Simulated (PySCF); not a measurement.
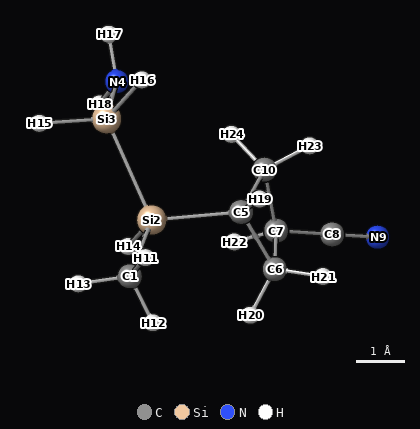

Figure 1. The structure (ball-and-stick view, seen at a tilt; atoms are numbered from 1 in the order of the input).

**What a change does: NMR shielding calculation on C6H14N2Si2**

System: C6H14N2Si2.
Method of run 1: GIAO PBE0/pcSseg-1 NMR shielding, non-relativistic, IEF-PCM acetonitrile (PySCF 2.14.0).

The geometry comes from this level: PBE0-D3(BJ)/def2-SVP. Text and figures count atoms from 1; the logs count them from 0 in places.

Input, run 1:
```
{"job": {"kind": "nmr", "xc": "PBE0", "basis": "pcSseg-1", "solvent": "acetonitrile", "pop": true}, "charge": 0, "multiplicity": 1}
C      1.234772     2.480489    -0.964706
Si     0.891768     0.691998    -0.486450
Si     2.579149    -0.278565     0.823666
N      2.267700    -1.997162     0.811201
C     -0.762001     0.558077     0.432602
C     -2.011048     0.647117    -0.479547
C     -2.087881    -0.898426    -0.451052
C     -3.393037    -1.527770    -0.364723
N     -4.439792    -2.016175    -0.277095
C     -1.181737    -0.886046     0.804498
H      1.344642     3.111029    -0.068683
H      0.406407     2.885736    -1.567181
H      2.159039     2.563861    -1.555690
H      0.785335    -0.141798    -1.736491
H      3.941097     0.145566     0.338836
H      2.486178     0.172120     2.249143
H      2.765117    -2.590810     1.467511
H      2.202969    -2.458881    -0.090478
H     -0.743429     1.271531     1.272647
H     -1.916189     1.114406    -1.471941
H     -2.870989     1.097469     0.038200
H     -1.550554    -1.327243    -1.311757
H     -1.782416    -0.914825     1.725226
H     -0.399451    -1.657691     0.866639
```

The first line tells a small driver script what to run in PySCF; the rest is the geometry in Å.

Command:
```bash
OMP_NUM_THREADS=1 python <driver script> task.json out
```

Hardware: 1 CPU thread, shared host.

Output (run 1):
```
coarse grid: 20568 points
cycle   1  E = -924.6993418837  dE =  8.783e-01  |g| = 6.163e-01  |ddm| = 4.461e+00
cycle   2  E = -924.5873187961  dE =  1.120e-01  |g| = 9.517e-01  |ddm| = 1.353e+00
cycle   3  E = -924.7814456636  dE = -1.941e-01  |g| = 1.786e-01  |ddm| = 8.387e-01
cycle   4  E = -924.7878566824  dE = -6.411e-03  |g| = 5.751e-02  |ddm| = 1.551e-01
cycle   5  E = -924.7885420314  dE = -6.853e-04  |g| = 1.413e-02  |ddm| = 5.504e-02
cycle   6  E = -924.7885841547  dE = -4.212e-05  |g| = 3.892e-03  |ddm| = 1.481e-02
cycle   7  E = -924.7885875915  dE = -3.437e-06  |g| = 7.655e-04  |ddm| = 4.017e-03
final grid: 188296 points
cycle   8  E = -924.8442920496  dE = -4.084e-05  |g| = 9.564e-03  |ddm| = 3.773e-02
cycle   9  E = -924.8442785724  dE =  1.348e-05  |g| = 1.229e-02  |ddm| = 1.879e-02
cycle  10  E = -924.8443141495  dE = -3.558e-05  |g| = 9.034e-04  |ddm| = 1.046e-02
cycle  11  E = -924.8443143194  dE = -1.699e-07  |g| = 2.619e-04  |ddm| = 1.051e-03
cycle  12  E = -924.8443143330  dE = -1.364e-08  |g| = 1.010e-04  |ddm| = 2.692e-04
cycle  13  E = -924.8443143347  dE = -1.669e-09  |g| = 5.716e-05  |ddm| = 1.044e-04
cycle  14  E = -924.8443143354  dE = -6.896e-10  |g| = 1.015e-05  |ddm| = 4.672e-05
converged SCF energy = -924.8443143354

GIAO shielding tensors (ppm)
atom      isotropic    diamagn.    paramagn.     s11        s22        s33       span
  0 C      193.855     253.948     -60.093    188.374    191.875    201.318     12.944
  1 Si     386.530     882.972    -496.441    354.082    388.626    416.883     62.801
  2 Si     398.561     879.856    -481.295    346.274    379.075    470.333    124.060
  3 N      264.210     317.344     -53.134    230.852    260.718    301.060     70.207
  4 C      166.852     252.292     -85.440    153.784    169.481    177.292     23.508
  5 C      152.503     250.338     -97.835    137.541    147.502    172.464     34.924
  6 C      164.252     253.795     -89.543    144.246    169.720    178.790     34.545
  7 C       51.679     257.481    -205.801    -71.457    -68.736    295.230    366.686
  8 N      -15.834     341.789    -357.623   -170.061   -163.073    285.631    455.692
  9 C      154.361     248.463     -94.102    137.680    149.983    175.420     37.740
 10 H       31.239      30.315       0.924     26.677     28.683     38.358     11.682
 11 H       30.796      30.456       0.340     25.402     29.388     37.597     12.195
 12 H       31.105      28.873       2.232     26.036     28.038     39.240     13.204
 13 H       27.197      31.892      -4.695     24.561     26.608     30.423      5.862
 14 H       26.389      28.475      -2.086     21.976     25.245     31.946      9.969
 15 H       26.652      29.791      -3.139     24.333     25.123     30.500      6.167
 16 H       30.734      27.594       3.140     22.742     25.727     43.733     20.991
 17 H       31.133      31.482      -0.349     24.051     27.948     41.400     17.349
 18 H       29.671      33.560      -3.889     25.195     28.799     35.021      9.825
 19 H       29.068      30.872      -1.804     24.676     28.050     34.477      9.801
 20 H       28.566      31.233      -2.667     25.511     26.893     33.293      7.782
 21 H       28.046      30.191      -2.146     22.822     30.164     31.150      8.328
 22 H       28.638      31.838      -3.200     25.515     27.340     33.061      7.546
 23 H       28.342      32.023      -3.681     22.277     27.651     35.097     12.820
```

For run 2 the input was changed thus:
```diff
-"solvent": "acetonitrile"
-"pop": true
+"solvent": "water"
+"pop": false
```

How does run 2 compare with run 1?

The total energy of run 2 is 0.22 kcal/mol lower: the change of the electrostatic solvation energy at this fixed geometry, without cavity or dispersion terms. Of all shieldings, the largest change is that of N9, by +0.6 ppm. The number of SCF iterations is the same.

Output (run 2):
```
coarse grid: 20568 points
cycle   1  E = -924.6998540654  dE =  8.778e-01  |g| = 6.159e-01  |ddm| = 4.461e+00
cycle   2  E = -924.5888106799  dE =  1.110e-01  |g| = 9.491e-01  |ddm| = 1.351e+00
cycle   3  E = -924.7818836450  dE = -1.931e-01  |g| = 1.775e-01  |ddm| = 8.358e-01
cycle   4  E = -924.7882115231  dE = -6.328e-03  |g| = 5.732e-02  |ddm| = 1.542e-01
cycle   5  E = -924.7888925824  dE = -6.811e-04  |g| = 1.408e-02  |ddm| = 5.477e-02
cycle   6  E = -924.7889344009  dE = -4.182e-05  |g| = 3.881e-03  |ddm| = 1.476e-02
cycle   7  E = -924.7889378161  dE = -3.415e-06  |g| = 7.643e-04  |ddm| = 4.010e-03
final grid: 188296 points
cycle   8  E = -924.8446411810  dE = -4.084e-05  |g| = 9.565e-03  |ddm| = 3.773e-02
cycle   9  E = -924.8446277325  dE =  1.345e-05  |g| = 1.229e-02  |ddm| = 1.879e-02
cycle  10  E = -924.8446632843  dE = -3.555e-05  |g| = 9.005e-04  |ddm| = 1.045e-02
cycle  11  E = -924.8446634532  dE = -1.689e-07  |g| = 2.589e-04  |ddm| = 1.045e-03
cycle  12  E = -924.8446634667  dE = -1.350e-08  |g| = 9.658e-05  |ddm| = 2.670e-04
cycle  13  E = -924.8446634682  dE = -1.515e-09  |g| = 5.574e-05  |ddm| = 1.019e-04
cycle  14  E = -924.8446634689  dE = -6.496e-10  |g| = 1.040e-05  |ddm| = 4.545e-05
converged SCF energy = -924.8446634689

GIAO shielding tensors (ppm)
atom      isotropic    diamagn.    paramagn.     s11        s22        s33       span
  0 C      193.876     253.957     -60.081    188.397    191.903    201.329     12.932
  1 Si     386.516     882.969    -496.453    354.078    388.635    416.837     62.759
  2 Si     398.548     879.861    -481.313    346.261    379.054    470.330    124.069
  3 N      264.245     317.373     -53.127    230.918    260.786    301.032     70.114
  4 C      166.848     252.290     -85.442    153.773    169.470    177.300     23.528
  5 C      152.514     250.334     -97.820    137.534    147.522    172.487     34.953
  6 C      164.265     253.803     -89.538    144.226    169.699    178.870     34.644
  7 C       51.532     257.484    -205.952    -71.668    -68.925    295.190    366.858
  8 N      -15.282     341.849    -357.132   -169.282   -162.289    285.724    455.006
  9 C      154.368     248.478     -94.110    137.673    150.010    175.421     37.748
 10 H       31.237      30.315       0.922     26.673     28.681     38.357     11.685
 11 H       30.794      30.455       0.338     25.398     29.386     37.597     12.199
 12 H       31.106      28.874       2.232     26.037     28.039     39.241     13.204
 13 H       27.195      31.892      -4.697     24.559     26.605     30.421      5.863
 14 H       26.393      28.484      -2.092     21.980     25.249     31.949      9.969
 15 H       26.656      29.802      -3.146     24.338     25.127     30.503      6.165
 16 H       30.725      27.584       3.140     22.732     25.711     43.730     20.998
 17 H       31.117      31.474      -0.357     24.035     27.923     41.395     17.360
 18 H       29.666      33.554      -3.888     25.188     28.793     35.016      9.828
 19 H       29.061      30.863      -1.801     24.668     28.043     34.473      9.805
 20 H       28.562      31.227      -2.665     25.506     26.892     33.290      7.784
 21 H       28.032      30.177      -2.145     22.809     30.148     31.140      8.331
 22 H       28.636      31.836      -3.200     25.512     27.339     33.057      7.545
 23 H       28.346      32.034      -3.688     22.281     27.656     35.102     12.821
```

The two runs side by side:

```tsv
quantity	run 1	run 2
outcome	converged	converged
total energy (hartree)	−924.844314	−924.844663
HOMO (eV)	−7.02	−7.01
LUMO (eV)	0.21	0.22
dipole moment (D)	5.74	5.76
shielding of C1 (ppm)	193.9	193.9
shielding of Si2 (ppm)	386.5	386.5
shielding of N4 (ppm)	264.2	264.2
shielding of C8 (ppm)	51.7	51.5
shielding of N9 (ppm)	−15.8	−15.3
shielding of H18 (ppm)	31.1	31.1
shielding of H22 (ppm)	28.0	28.0
SCF iterations	14	14
basis functions	254	254
wall time (shared host)	52 s	49 s
```
